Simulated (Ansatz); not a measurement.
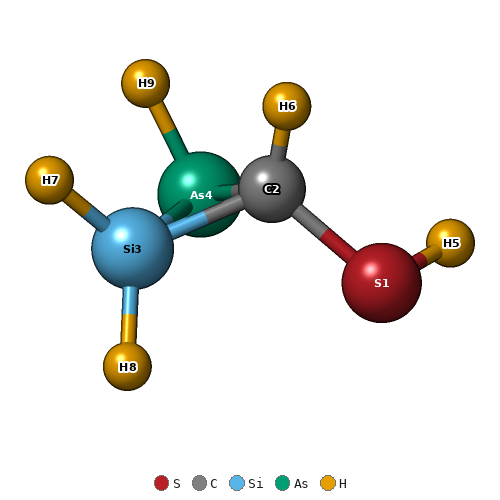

The system is CH₅AsSSi, SMILES SC1[SiH2][AsH]1; the picture shows the reference structure. The first coordinate is: bond length S1–C2; the second: dihedral H5–S1–C2–Si3. Nothing is relaxed (all other coordinates rigid). The grid has 11 × 10 points. Points are written as (first, second). Energies: eV, counted from the lowest grid point. The reference is spin-restricted, which grows unreliable where a bond is stretched far. Level of theory: Ansatz 0.2.0, RKS PBE0-D4/def2-SVP.

Its coordinates:

| atom | x (Å) | y (Å) | z (Å) |
| --- | --- | --- | --- |
| S | -0.3450 | 0.4591 | -2.0597 |
| C | 0.1193 | 0.5365 | -0.3355 |
| Si | 0.6337 | -1.0965 | 0.4177 |
| As | -1.3555 | -0.0319 | 0.9727 |
| H | -1.3415 | 1.3767 | -2.0413 |
| H | 0.6606 | 1.4428 | -0.0365 |
| H | 1.7661 | -1.0753 | 1.3794 |
| H | 0.5997 | -2.2788 | -0.4790 |
| H | -0.6490 | 0.6213 | 2.1651 |

Range: bond length S1–C2 from 1.466 to 2.681 Å; dihedral H5–S1–C2–Si3 from −180 to 144°.

Predict the map.

The lowest grid point is at (1.830 Å, 144°). There is a further well near (1.830 Å, −36°) (0.08 eV above the lowest at that grid point). The highest grid point, (2.681 Å, 36°), lies 2.65 eV above the lowest. On the interpolated surface the easiest way out of the lowest well to the well at about (1.79 Å, −55°) passes a barrier of about 0.22 eV, counted from the interpolated bottom of the well. Round the minimum the two coordinates are weakly coupled (coupling 0.05 in units of the two stiffnesses).

| dihedral H5–S1–C2–Si3 ↓, bond length S1–C2 → | 1.466 | 1.587 | 1.709 | 1.830 | 1.952 | 2.073 | 2.195 | 2.316 | 2.438 | 2.559 | 2.681 |
| --- | --- | --- | --- | --- | --- | --- | --- | --- | --- | --- | --- |
| 144 | 2.01 | 0.61 | 0.06 | 0.00 | 0.21 | 0.56 | 0.98 | 1.40 | 1.82 | 2.22 | 2.60 |
| 108 | 2.27 | 0.79 | 0.18 | 0.08 | 0.27 | 0.60 | 1.00 | 1.42 | 1.84 | 2.23 | 2.60 |
| 72 | 2.47 | 0.95 | 0.31 | 0.19 | 0.35 | 0.67 | 1.06 | 1.46 | 1.87 | 2.26 | 2.63 |
| 36 | 2.37 | 0.91 | 0.30 | 0.19 | 0.37 | 0.69 | 1.08 | 1.49 | 1.89 | 2.28 | 2.65 |
| 0 | 2.34 | 0.86 | 0.26 | 0.15 | 0.33 | 0.66 | 1.06 | 1.47 | 1.88 | 2.27 | 2.64 |
| −36 | 2.23 | 0.77 | 0.17 | 0.08 | 0.27 | 0.61 | 1.02 | 1.43 | 1.85 | 2.25 | 2.62 |
| −72 | 2.21 | 0.76 | 0.17 | 0.08 | 0.28 | 0.61 | 1.02 | 1.43 | 1.85 | 2.24 | 2.61 |
| −108 | 2.44 | 0.94 | 0.32 | 0.20 | 0.37 | 0.68 | 1.07 | 1.47 | 1.88 | 2.27 | 2.63 |
| −144 | 2.50 | 1.00 | 0.37 | 0.24 | 0.40 | 0.71 | 1.09 | 1.49 | 1.89 | 2.27 | 2.64 |
| −180 | 2.16 | 0.74 | 0.18 | 0.10 | 0.29 | 0.63 | 1.03 | 1.44 | 1.86 | 2.25 | 2.62 |

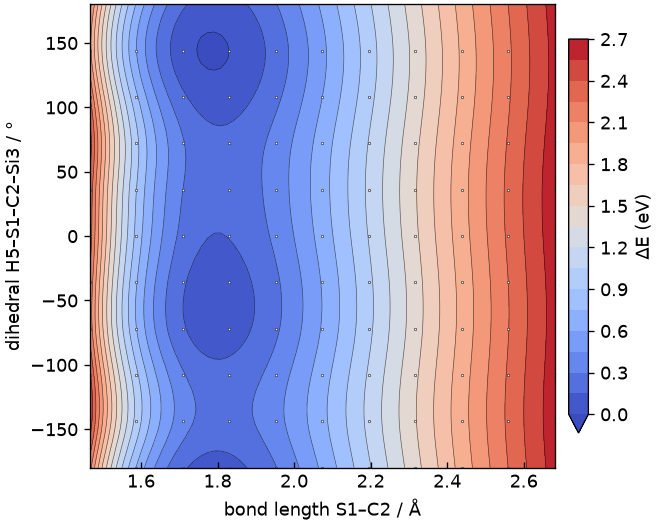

The picture shows filled contours, dots at the grid points. Between grid points the surface is interpolated.

Each point was launched as `ansatz run input.yaml --threads 1 --pin off --max-ram 2560MiB --backend cpu --events-out ev --progress --plain --runs-dir out`. Time for the 110 points that were run: 9.5 min on 1 thread of Arm Neoverse V2, with other jobs on the host.
